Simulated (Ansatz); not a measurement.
# LiZnI3 (model cell, started as cubic perovskite with Zn in the octahedra): phonons and vibrational spectra, part 2 of 2

The cell of LiZnI3 (model cell, started as cubic perovskite with Zn in the octahedra) is at rest. What are its phonons? After the zone centre comes a 2×2×2 q mesh on a 6×6×6 k mesh.

Ansatz 0.2.0; DFT PBEsol, scalar-relativistic, plane waves, PAW; PAW set soft_1.

So far. Step 2 (Zone-centre response): Before it was imposed, the acoustic sum rule was missed by 6.1e-5 eV/Å². Small misses are needed for a sound result but don't prove that mesh and cutoff are converged. The lowest optical mode is imaginary, 170.6i cm⁻¹, so the energy falls along it.

The structure was built from a prototype and need not be the compound's stable phase.

## (3) The dispersion

Stability and thermal properties need the whole zone. Linear response on a 2×2×2 q mesh gives force constants as far as a supercell of that size would.

Contents of input.yaml:

```yaml
crystal:
  lattice:
    - [5.5671905569, 0.0, 0.0]
    - [0.0, 5.5671905569, 0.0]
    - [0.0, 0.0, 5.5671905569]
  atoms:
    - { symbol: Li, position: [0.0, 0.0, 0.0] }
    - { symbol: Zn, position: [0.5, 0.5, 0.5] }
    - { symbol: I, position: [0.5, 0.5, 0.0] }
    - { symbol: I, position: [0.5, 0.0, 0.5] }
    - { symbol: I, position: [0.0, 0.5, 0.5] }
kpoints:
  mp_grid: { grid: [6, 6, 6] }
hamiltonian:
  xc: pbesol
  pseudopotentials: { kind: paw, azcp: { folder: soft_1 }, xc_functional: pbe }
scf:
  occupations: { method: methfessel_paxton, width: 0.2 }
output:
  eigenvalues: true
phonons:
  method: dfpt
  qmesh: [2, 2, 2]
  temperatures: { t_max: 1000, t_step: 50 }
  qpath:
    path:
      - [[0.0, 0.0, 0.0], [0.0, 0.5, 0.0], [0.5, 0.5, 0.0], [0.0, 0.0, 0.0], [0.5, 0.5, 0.5], [0.0, 0.5, 0.0]]
      - [[0.5, 0.5, 0.5], [0.5, 0.5, 0.0]]
    npoints: 10
```

Started as:

```bash
> ansatz run input.yaml --threads 4 --pin off --max-ram 16384MiB --backend cpu --events-out ev --progress --plain --runs-dir out
```

Numbers of over 12 decimals in the logs are rounded to 6 here.

Log:

```text
[...]
Crystal: 5 atoms, lattice volume = 172.547 Å³
Basis set: ecut = 420 eV, 3407 PW (Γ), exchange–correlation on 80×80×80 points (8 copies of the dense FFT grid, shifted against one another)
Bands: 40, of which v1, the nominal top of the filled ones, is band 33 counted from 1 (32 counted from 0)
Symmetry: 48 space group operations
k-points: 20 of 216
[...]
SCF iter   1: F=—  HF=-25784.330012 eV  |F-HF|=—  |Δ(HF+E_count)|=         —  Δρ=5.37e-2  dr2=3.34e0  ethr=3.10e-3  ⟨swp⟩=8.1  Hψ=3713  notcnv=0
[...]
SCF iter  11: F=-25783.317064 eV  HF=-25783.317064 eV  |F-HF|=0.00e0  |Δ(HF+E_count)|=  2.18e-10  S|Δr|=    0.00e0  Δρ=5.62e-8  dr2=4.27e-12  ethr=1.00e-12  ⟨swp⟩=14.7  Hψ=5354  notcnv=0
SCF 1 converged in 11 iterations: F = -25783.317064 eV  dr2 = 4.27e-12
[...]
iter 1 solved again at ethr=3.66e-7 eV; its pass at ethr=3.10e-3 eV (dr2=2.41e-4 eV) is discarded
SCF iter   1: F=—  HF=-25783.317067 eV  |F-HF|=—  |Δ(HF+E_count)|=         —  Δρ=2.11e-6  dr2=4.23e-9  ethr=3.66e-7  ⟨swp⟩=3.4  Hψ=5778  notcnv=0
eigensolver tolerance schedule: the retry pair's looser diagonalisation over-reported the residual by 57024.40 of it (diagonalisation noise at an unbounded share of the residual, at the tolerance the schedule requests for it); recorded, not acted on — ethr = c·dr2/N_el stays at c = 1.0e-1
[...]
SCF iter   2: F=—  HF=-25783.317064 eV  |F-HF|=—  |Δ(HF+E_count)|=   3.18e-6  S|Δr|=    0.00e0  Δρ=2.60e-6  dr2=6.18e-9  ethr=6.41e-12  ⟨swp⟩=4.0  Hψ=2320  notcnv=0
[...]
SCF iter   8: F=-25783.317064 eV  HF=-25783.317064 eV  |F-HF|=7.28e-12  |Δ(HF+E_count)|=  1.82e-11  S|Δr|=    0.00e0  Δρ=6.59e-8  dr2=3.99e-12  ethr=1.00e-12  ⟨swp⟩=5.0  Hψ=2389  notcnv=0
SCF 2 converged in 8 iterations: F = -25783.317064 eV  dr2 = 3.99e-12
phonons: the bands overlap, so this run is a metal and interpolates without the dipole-dipole term. If the crystal is really an insulator or semiconductor, its LO-TO splitting is missing
NSCF: frozen V_eff on 20 k-points
[...]
DFPT response loops at q = (0, 0, 0) (fractional): preconditioner auto → none (partly filled bands, converged f_vac=0.185); β = 0.50; Broyden in place of MSR1
[...]
SCF converged after 11 iterations
[...]
Free energy (F): -25783.317064 eV
[...]
Internal energy: -25783.327397 eV  (E = F + TS)
E sigma→0 (E₀):  -25783.319647 eV
Entropy (-TS):   0.010334 eV (2.067 meV/atom)
Fermi energy:    4.597404 eV
[...]
--- Band table (eV; the first three rows and the last of 20) ---
  k-point 0: bands = [... 29 lower, 3.5454, 3.5574, 3.8946, 3.8946, 3.8946, 6.7995, 9.9800, 9.9800, ... 3 higher]
  k-point 1: bands = [... 29 lower, 3.4542, 3.4620, 3.8294, 3.8294, 4.5610, 7.1818, 9.7294, 10.2065, ... 3 higher]
  k-point 2: bands = [... 29 lower, 3.1740, 3.3073, 3.7950, 3.7950, 5.7894, 7.9540, 9.0257, 10.0031, ... 3 higher]
  k-point 19: bands = [... 29 lower, 4.2202, 4.6050, 4.6050, 4.6050, 6.8220, 8.5023, 8.5023, 8.5023, ... 3 higher]
--- Phonons (Γ-DFPT): 4 representative perturbations + reference (Σ response iterations 15) ---
  ASR residual: 7.040e-5 → 0.000e0 eV/Å²; symmetrization residual: 8.932e-6 eV/Å²
  ASR residual per site (eV/Å²): 3.60e-6 7.04e-5 6.55e-5 6.55e-5 6.55e-5
[...]
--- Phonons (arbitrary-q DFPT): 4 irreducible q on the 2×2×2 mesh ---
  q = [0.0000, 0.0000, 0.0000] (star 1, of the zone-centre solve; hermiticity 4.55e-6, symmetrization 3.41e-11): -170.64 -170.64 -170.64 -27.15 -27.15 -27.15 -16.89 -16.89 -16.89 -0.00 0.00 0.00 111.71 111.71 111.71
  q = [0.0000, 0.0000, -0.5000] (star 3, 9 solved perturbations in 504 linear systems a pass and spin channel, the states on 64 of 216 k-point pairs; hermiticity 3.00e-6, symmetrization 2.62e-11): -161.87 -161.87 -106.10 -31.57 -30.41 -30.41 23.03 23.03 24.11 24.11 28.34 111.82 111.82 112.69 124.68
[...]
sum rule: each row above includes the acoustic sum rule's correction from the zone centre's row sums; it moved no ω² by more than (0.54 cm⁻¹)²
  mesh force constants: q→R imaginary residual 4.35e-18; ASR residual 7.040e-5 → 0.000e0 eV/Å²; symmetrization residual 6.217e-15 eV/Å²
  interpolated dispersion: 62 rows × 15 modes
  density of states and harmonic sums: on the 12×12×12 q-mesh, interpolated from the force constants of a 2×2×2 supercell (no non-analytic term)
  largest difference from the sums on the solved wave vectors: F 2.23e-1 eV, S 3.11e-4 and C_V 8.78e-5 eV/K
  zero-point energy: 0.040588 eV/cell   skipped modes (ω ≤ 0): 555, of them read as no rigid motion or as one in doubt: 552 (6.354e0 modes/cell left out, lowest -170.64 cm⁻¹)   left out of the sums: 4.24e-1 of the cell's modes: C_V's classical limit lies that fraction below 3 k_B per atom; for a crystal, a wire or a layer, F and S can be off by more, and a phonons.interpolated_qmesh denser along its periods is the remedy for the sampling
```

Elapsed: 5.2 min, on 4 threads of Arm Neoverse V1, shared host; peak memory 1.5 GiB; 20 min of CPU time.

Numbers from this step:

```
sum-rule residual before enforcement                    : 7.04e-5 eV/Å²
lowest frequency on the path                            : -170.6 cm⁻¹
highest frequency on the path or at a solved wavevector : 144.3 cm⁻¹
lowest mode on the q mesh (acoustic modes at Γ apart)   : -170.6 cm⁻¹
```

Frequencies (cm⁻¹) solved at each irreducible wavevector; negative means imaginary. Frequencies by wavevector, by row:

| q in reciprocal lattice units | star | mode 1 | mode 2 | mode 3 | mode 4 | mode 13 | mode 14 | mode 15 |
| --- | --- | --- | --- | --- | --- | --- | --- | --- |
| 0 0 0 | 1 | -170.6 | -170.6 | -170.6 | -27.1 | 111.7 | 111.7 | 111.7 |
| 0 0 -0.5 | 3 | -161.9 | -161.9 | -106.1 | -31.6 | 111.8 | 112.7 | 124.7 |
| 0 -0.5 -0.5 | 3 | -149.2 | -149.2 | -149.2 | -65.5 | 129.4 | 133.8 | 133.8 |
| -0.5 -0.5 -0.5 | 1 | -169.3 | -169.3 | -169.3 | -65.6 | 136.2 | 136.2 | 143.8 |

Interpolated from a 2×2×2 q mesh. The phonon branches at the labelled points (cm⁻¹):

| point | branch 1 | branch 2 | branch 3 | branch 4 | branch 12 | branch 13 | branch 14 | branch 15 |
| --- | --- | --- | --- | --- | --- | --- | --- | --- |
| Γ | -171 | -171 | -171 | -27 | 0 | 112 | 112 | 112 |
| X | -162 | -162 | -106 | -32 | 112 | 112 | 113 | 125 |
| M | -149 | -149 | -149 | -65 | 114 | 130 | 134 | 134 |
| Γ | -171 | -171 | -171 | -27 | 0 | 112 | 112 | 112 |
| R | -169 | -169 | -169 | -66 | 136 | 136 | 136 | 144 |
| X | -162 | -162 | -106 | -32 | 112 | 112 | 113 | 125 |
| jump to R | -169 | -169 | -169 | -66 | 136 | 136 | 136 | 144 |
| M | -149 | -149 | -149 | -65 | 114 | 130 | 134 | 134 |

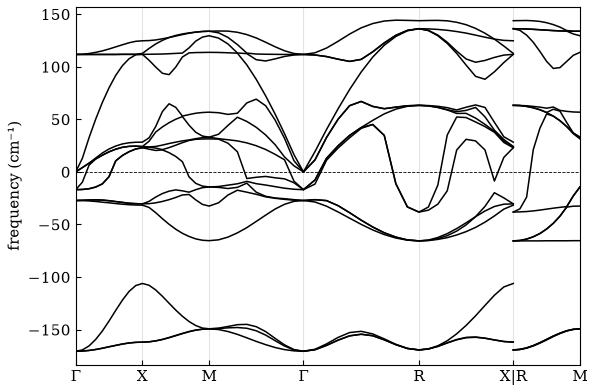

Phonon branches along the path.

The phonon density of states has structure finer than the step of the table below, so its rows give means over 20 cm⁻¹, whole bins alone (the curve runs from -172 to 142 cm⁻¹). Peaks (cm⁻¹: height): -157.5: 0.211, -27.5: 0.114, 57.5: 0.120, 112.5: 0.117, 132.5: 0.108.

Tetrahedra on a 12×12×12 mesh, mean over bins of 5 cm-1. Interpolated from a 2×2×2 q mesh. Phonon density of states against wavenumber; means over each step:

| wavenumber (cm⁻¹) | phonon density of states (1/cm⁻¹/cell) |
| --- | --- |
| -160 | 0.107 |
| -140 | 0.0344 |
| -120 | 0.00653 |
| -100 | 2.2e-4 |
| -80 | 1.5e-4 |
| -60 | 0.0438 |
| -40 | 0.0685 |
| -20 | 0.0455 |
| 0 | 0.0197 |
| 20 | 0.0556 |
| 40 | 0.0845 |
| 60 | 0.0849 |
| 80 | 0.0105 |
| 100 | 0.0550 |
| 120 | 0.0855 |

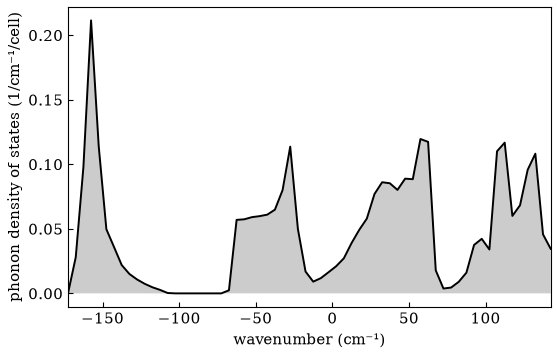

Phonon density of states, plotted against wavenumber.

The partial phonon density of states has structure finer than the step of the table below, so its rows give means over 20 cm⁻¹, whole bins alone (the curve runs from -181 to 158 cm⁻¹). Peaks (cm⁻¹: height): I -54.8: 0.0642, -46.3: 0.0724, -31.4: 0.101, 60.3: 0.102, 109.4: 0.0754, 132.8: 0.0399; Li -157.2: 0.184; Zn 41.1: 0.0333, 62.4: 0.0336, 109.4: 0.0678, 124.3: 0.0634, 132.8: 0.0626.

Phonopy on the run's constants, 11x11x11 mesh, Gaussian sigma 2.4 cm-1. Interpolated from a 2×2×2 q mesh. Table of partial phonon density of states by wavenumber; means over each step; values in 1/cm⁻¹/cell:

| wavenumber (cm⁻¹) | I | Li | Zn |
| --- | --- | --- | --- |
| -160 | 0.00354 | 0.105 | 6.9e-4 |
| -140 | 0.00148 | 0.0302 | 6.5e-4 |
| -120 | 3.7e-4 | 0.00636 | 1.6e-4 |
| -100 | 1.5e-5 | 3.1e-4 | 2.4e-6 |
| -80 | 1.3e-4 | 0 | 0 |
| -60 | 0.0441 | 6.3e-5 | 3.1e-6 |
| -40 | 0.0687 | 3.2e-4 | 3.5e-4 |
| -20 | 0.0435 | 3.5e-4 | 0.00230 |
| 0 | 0.0154 | 2.5e-4 | 0.00136 |
| 20 | 0.0460 | 7.3e-4 | 0.00896 |
| 40 | 0.0632 | 0.00129 | 0.0207 |
| 60 | 0.0691 | 0.00254 | 0.0142 |
| 80 | 0.00505 | 1.1e-4 | 0.00543 |
| 100 | 0.0290 | 2.6e-4 | 0.0282 |
| 120 | 0.0334 | 6.2e-4 | 0.0464 |
| 140 | 0.0270 | 4.3e-4 | 0.0206 |

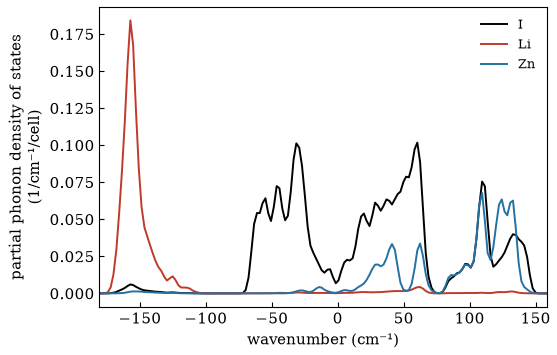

Partial phonon density of states, plotted against wavenumber.

Symmetry leaves 4 wavevectors to solve. The lowest mode among them, the acoustic zeros apart, lies at Γ and is imaginary, 170.6i cm⁻¹, so the energy falls along it.

## (4) Summary of results

```json
{
 "space group (within 0.01 Å)": "Pm-3m",
 "volume per atom": "34.5 Å³",
 "electronic character": "no gap on this mesh",
 "highest optical mode at the zone centre (no LO-TO term)": "112 cm⁻¹",
 "lowest optical zone-centre mode": "-171 cm⁻¹",
 "lowest mode on the q mesh (acoustic modes at Γ apart)": "-171 cm⁻¹",
 "highest frequency on the path or at a solved wavevector": "144 cm⁻¹",
 "imaginary modes on the 2×2×2 q mesh": "yes"
}
```

What this shows: Modes are clearly imaginary (beyond 10i cm⁻¹) at 4 of the 4 irreducible wavevectors, most at Γ (170.6i cm⁻¹), so this structure is not a minimum of the energy. The optical modes at Γ span -171 to 112 cm⁻¹ (negative means imaginary). The highest mode in this list at Γ, 111.7 cm⁻¹, is mostly motion of I (79 % of the kinetic energy). With no gap, or one that is small against the smearing, the frequencies hang on the k mesh and the smearing, most of all near Kohn anomalies. Spin-orbit coupling is left out, which can matter for the heavy elements here. The PAW files were made for PBE and serve the other functionals too. The starting cell was built on a prototype and not taken from a measurement, so the phase need not exist. These are harmonic frequencies at zero temperature: anharmonic shifts, linewidths and thermal expansion are left out.

[Logs are printed without paths, hosts, clocks, repeated set-up lines and the standing remarks that a program may print on its own settings, such as how far it seeks lower states.]

[Hosts, paths, dates, database ids (printed as entryN), source tags and the programs' standing remarks are cut or masked in the printed files.]
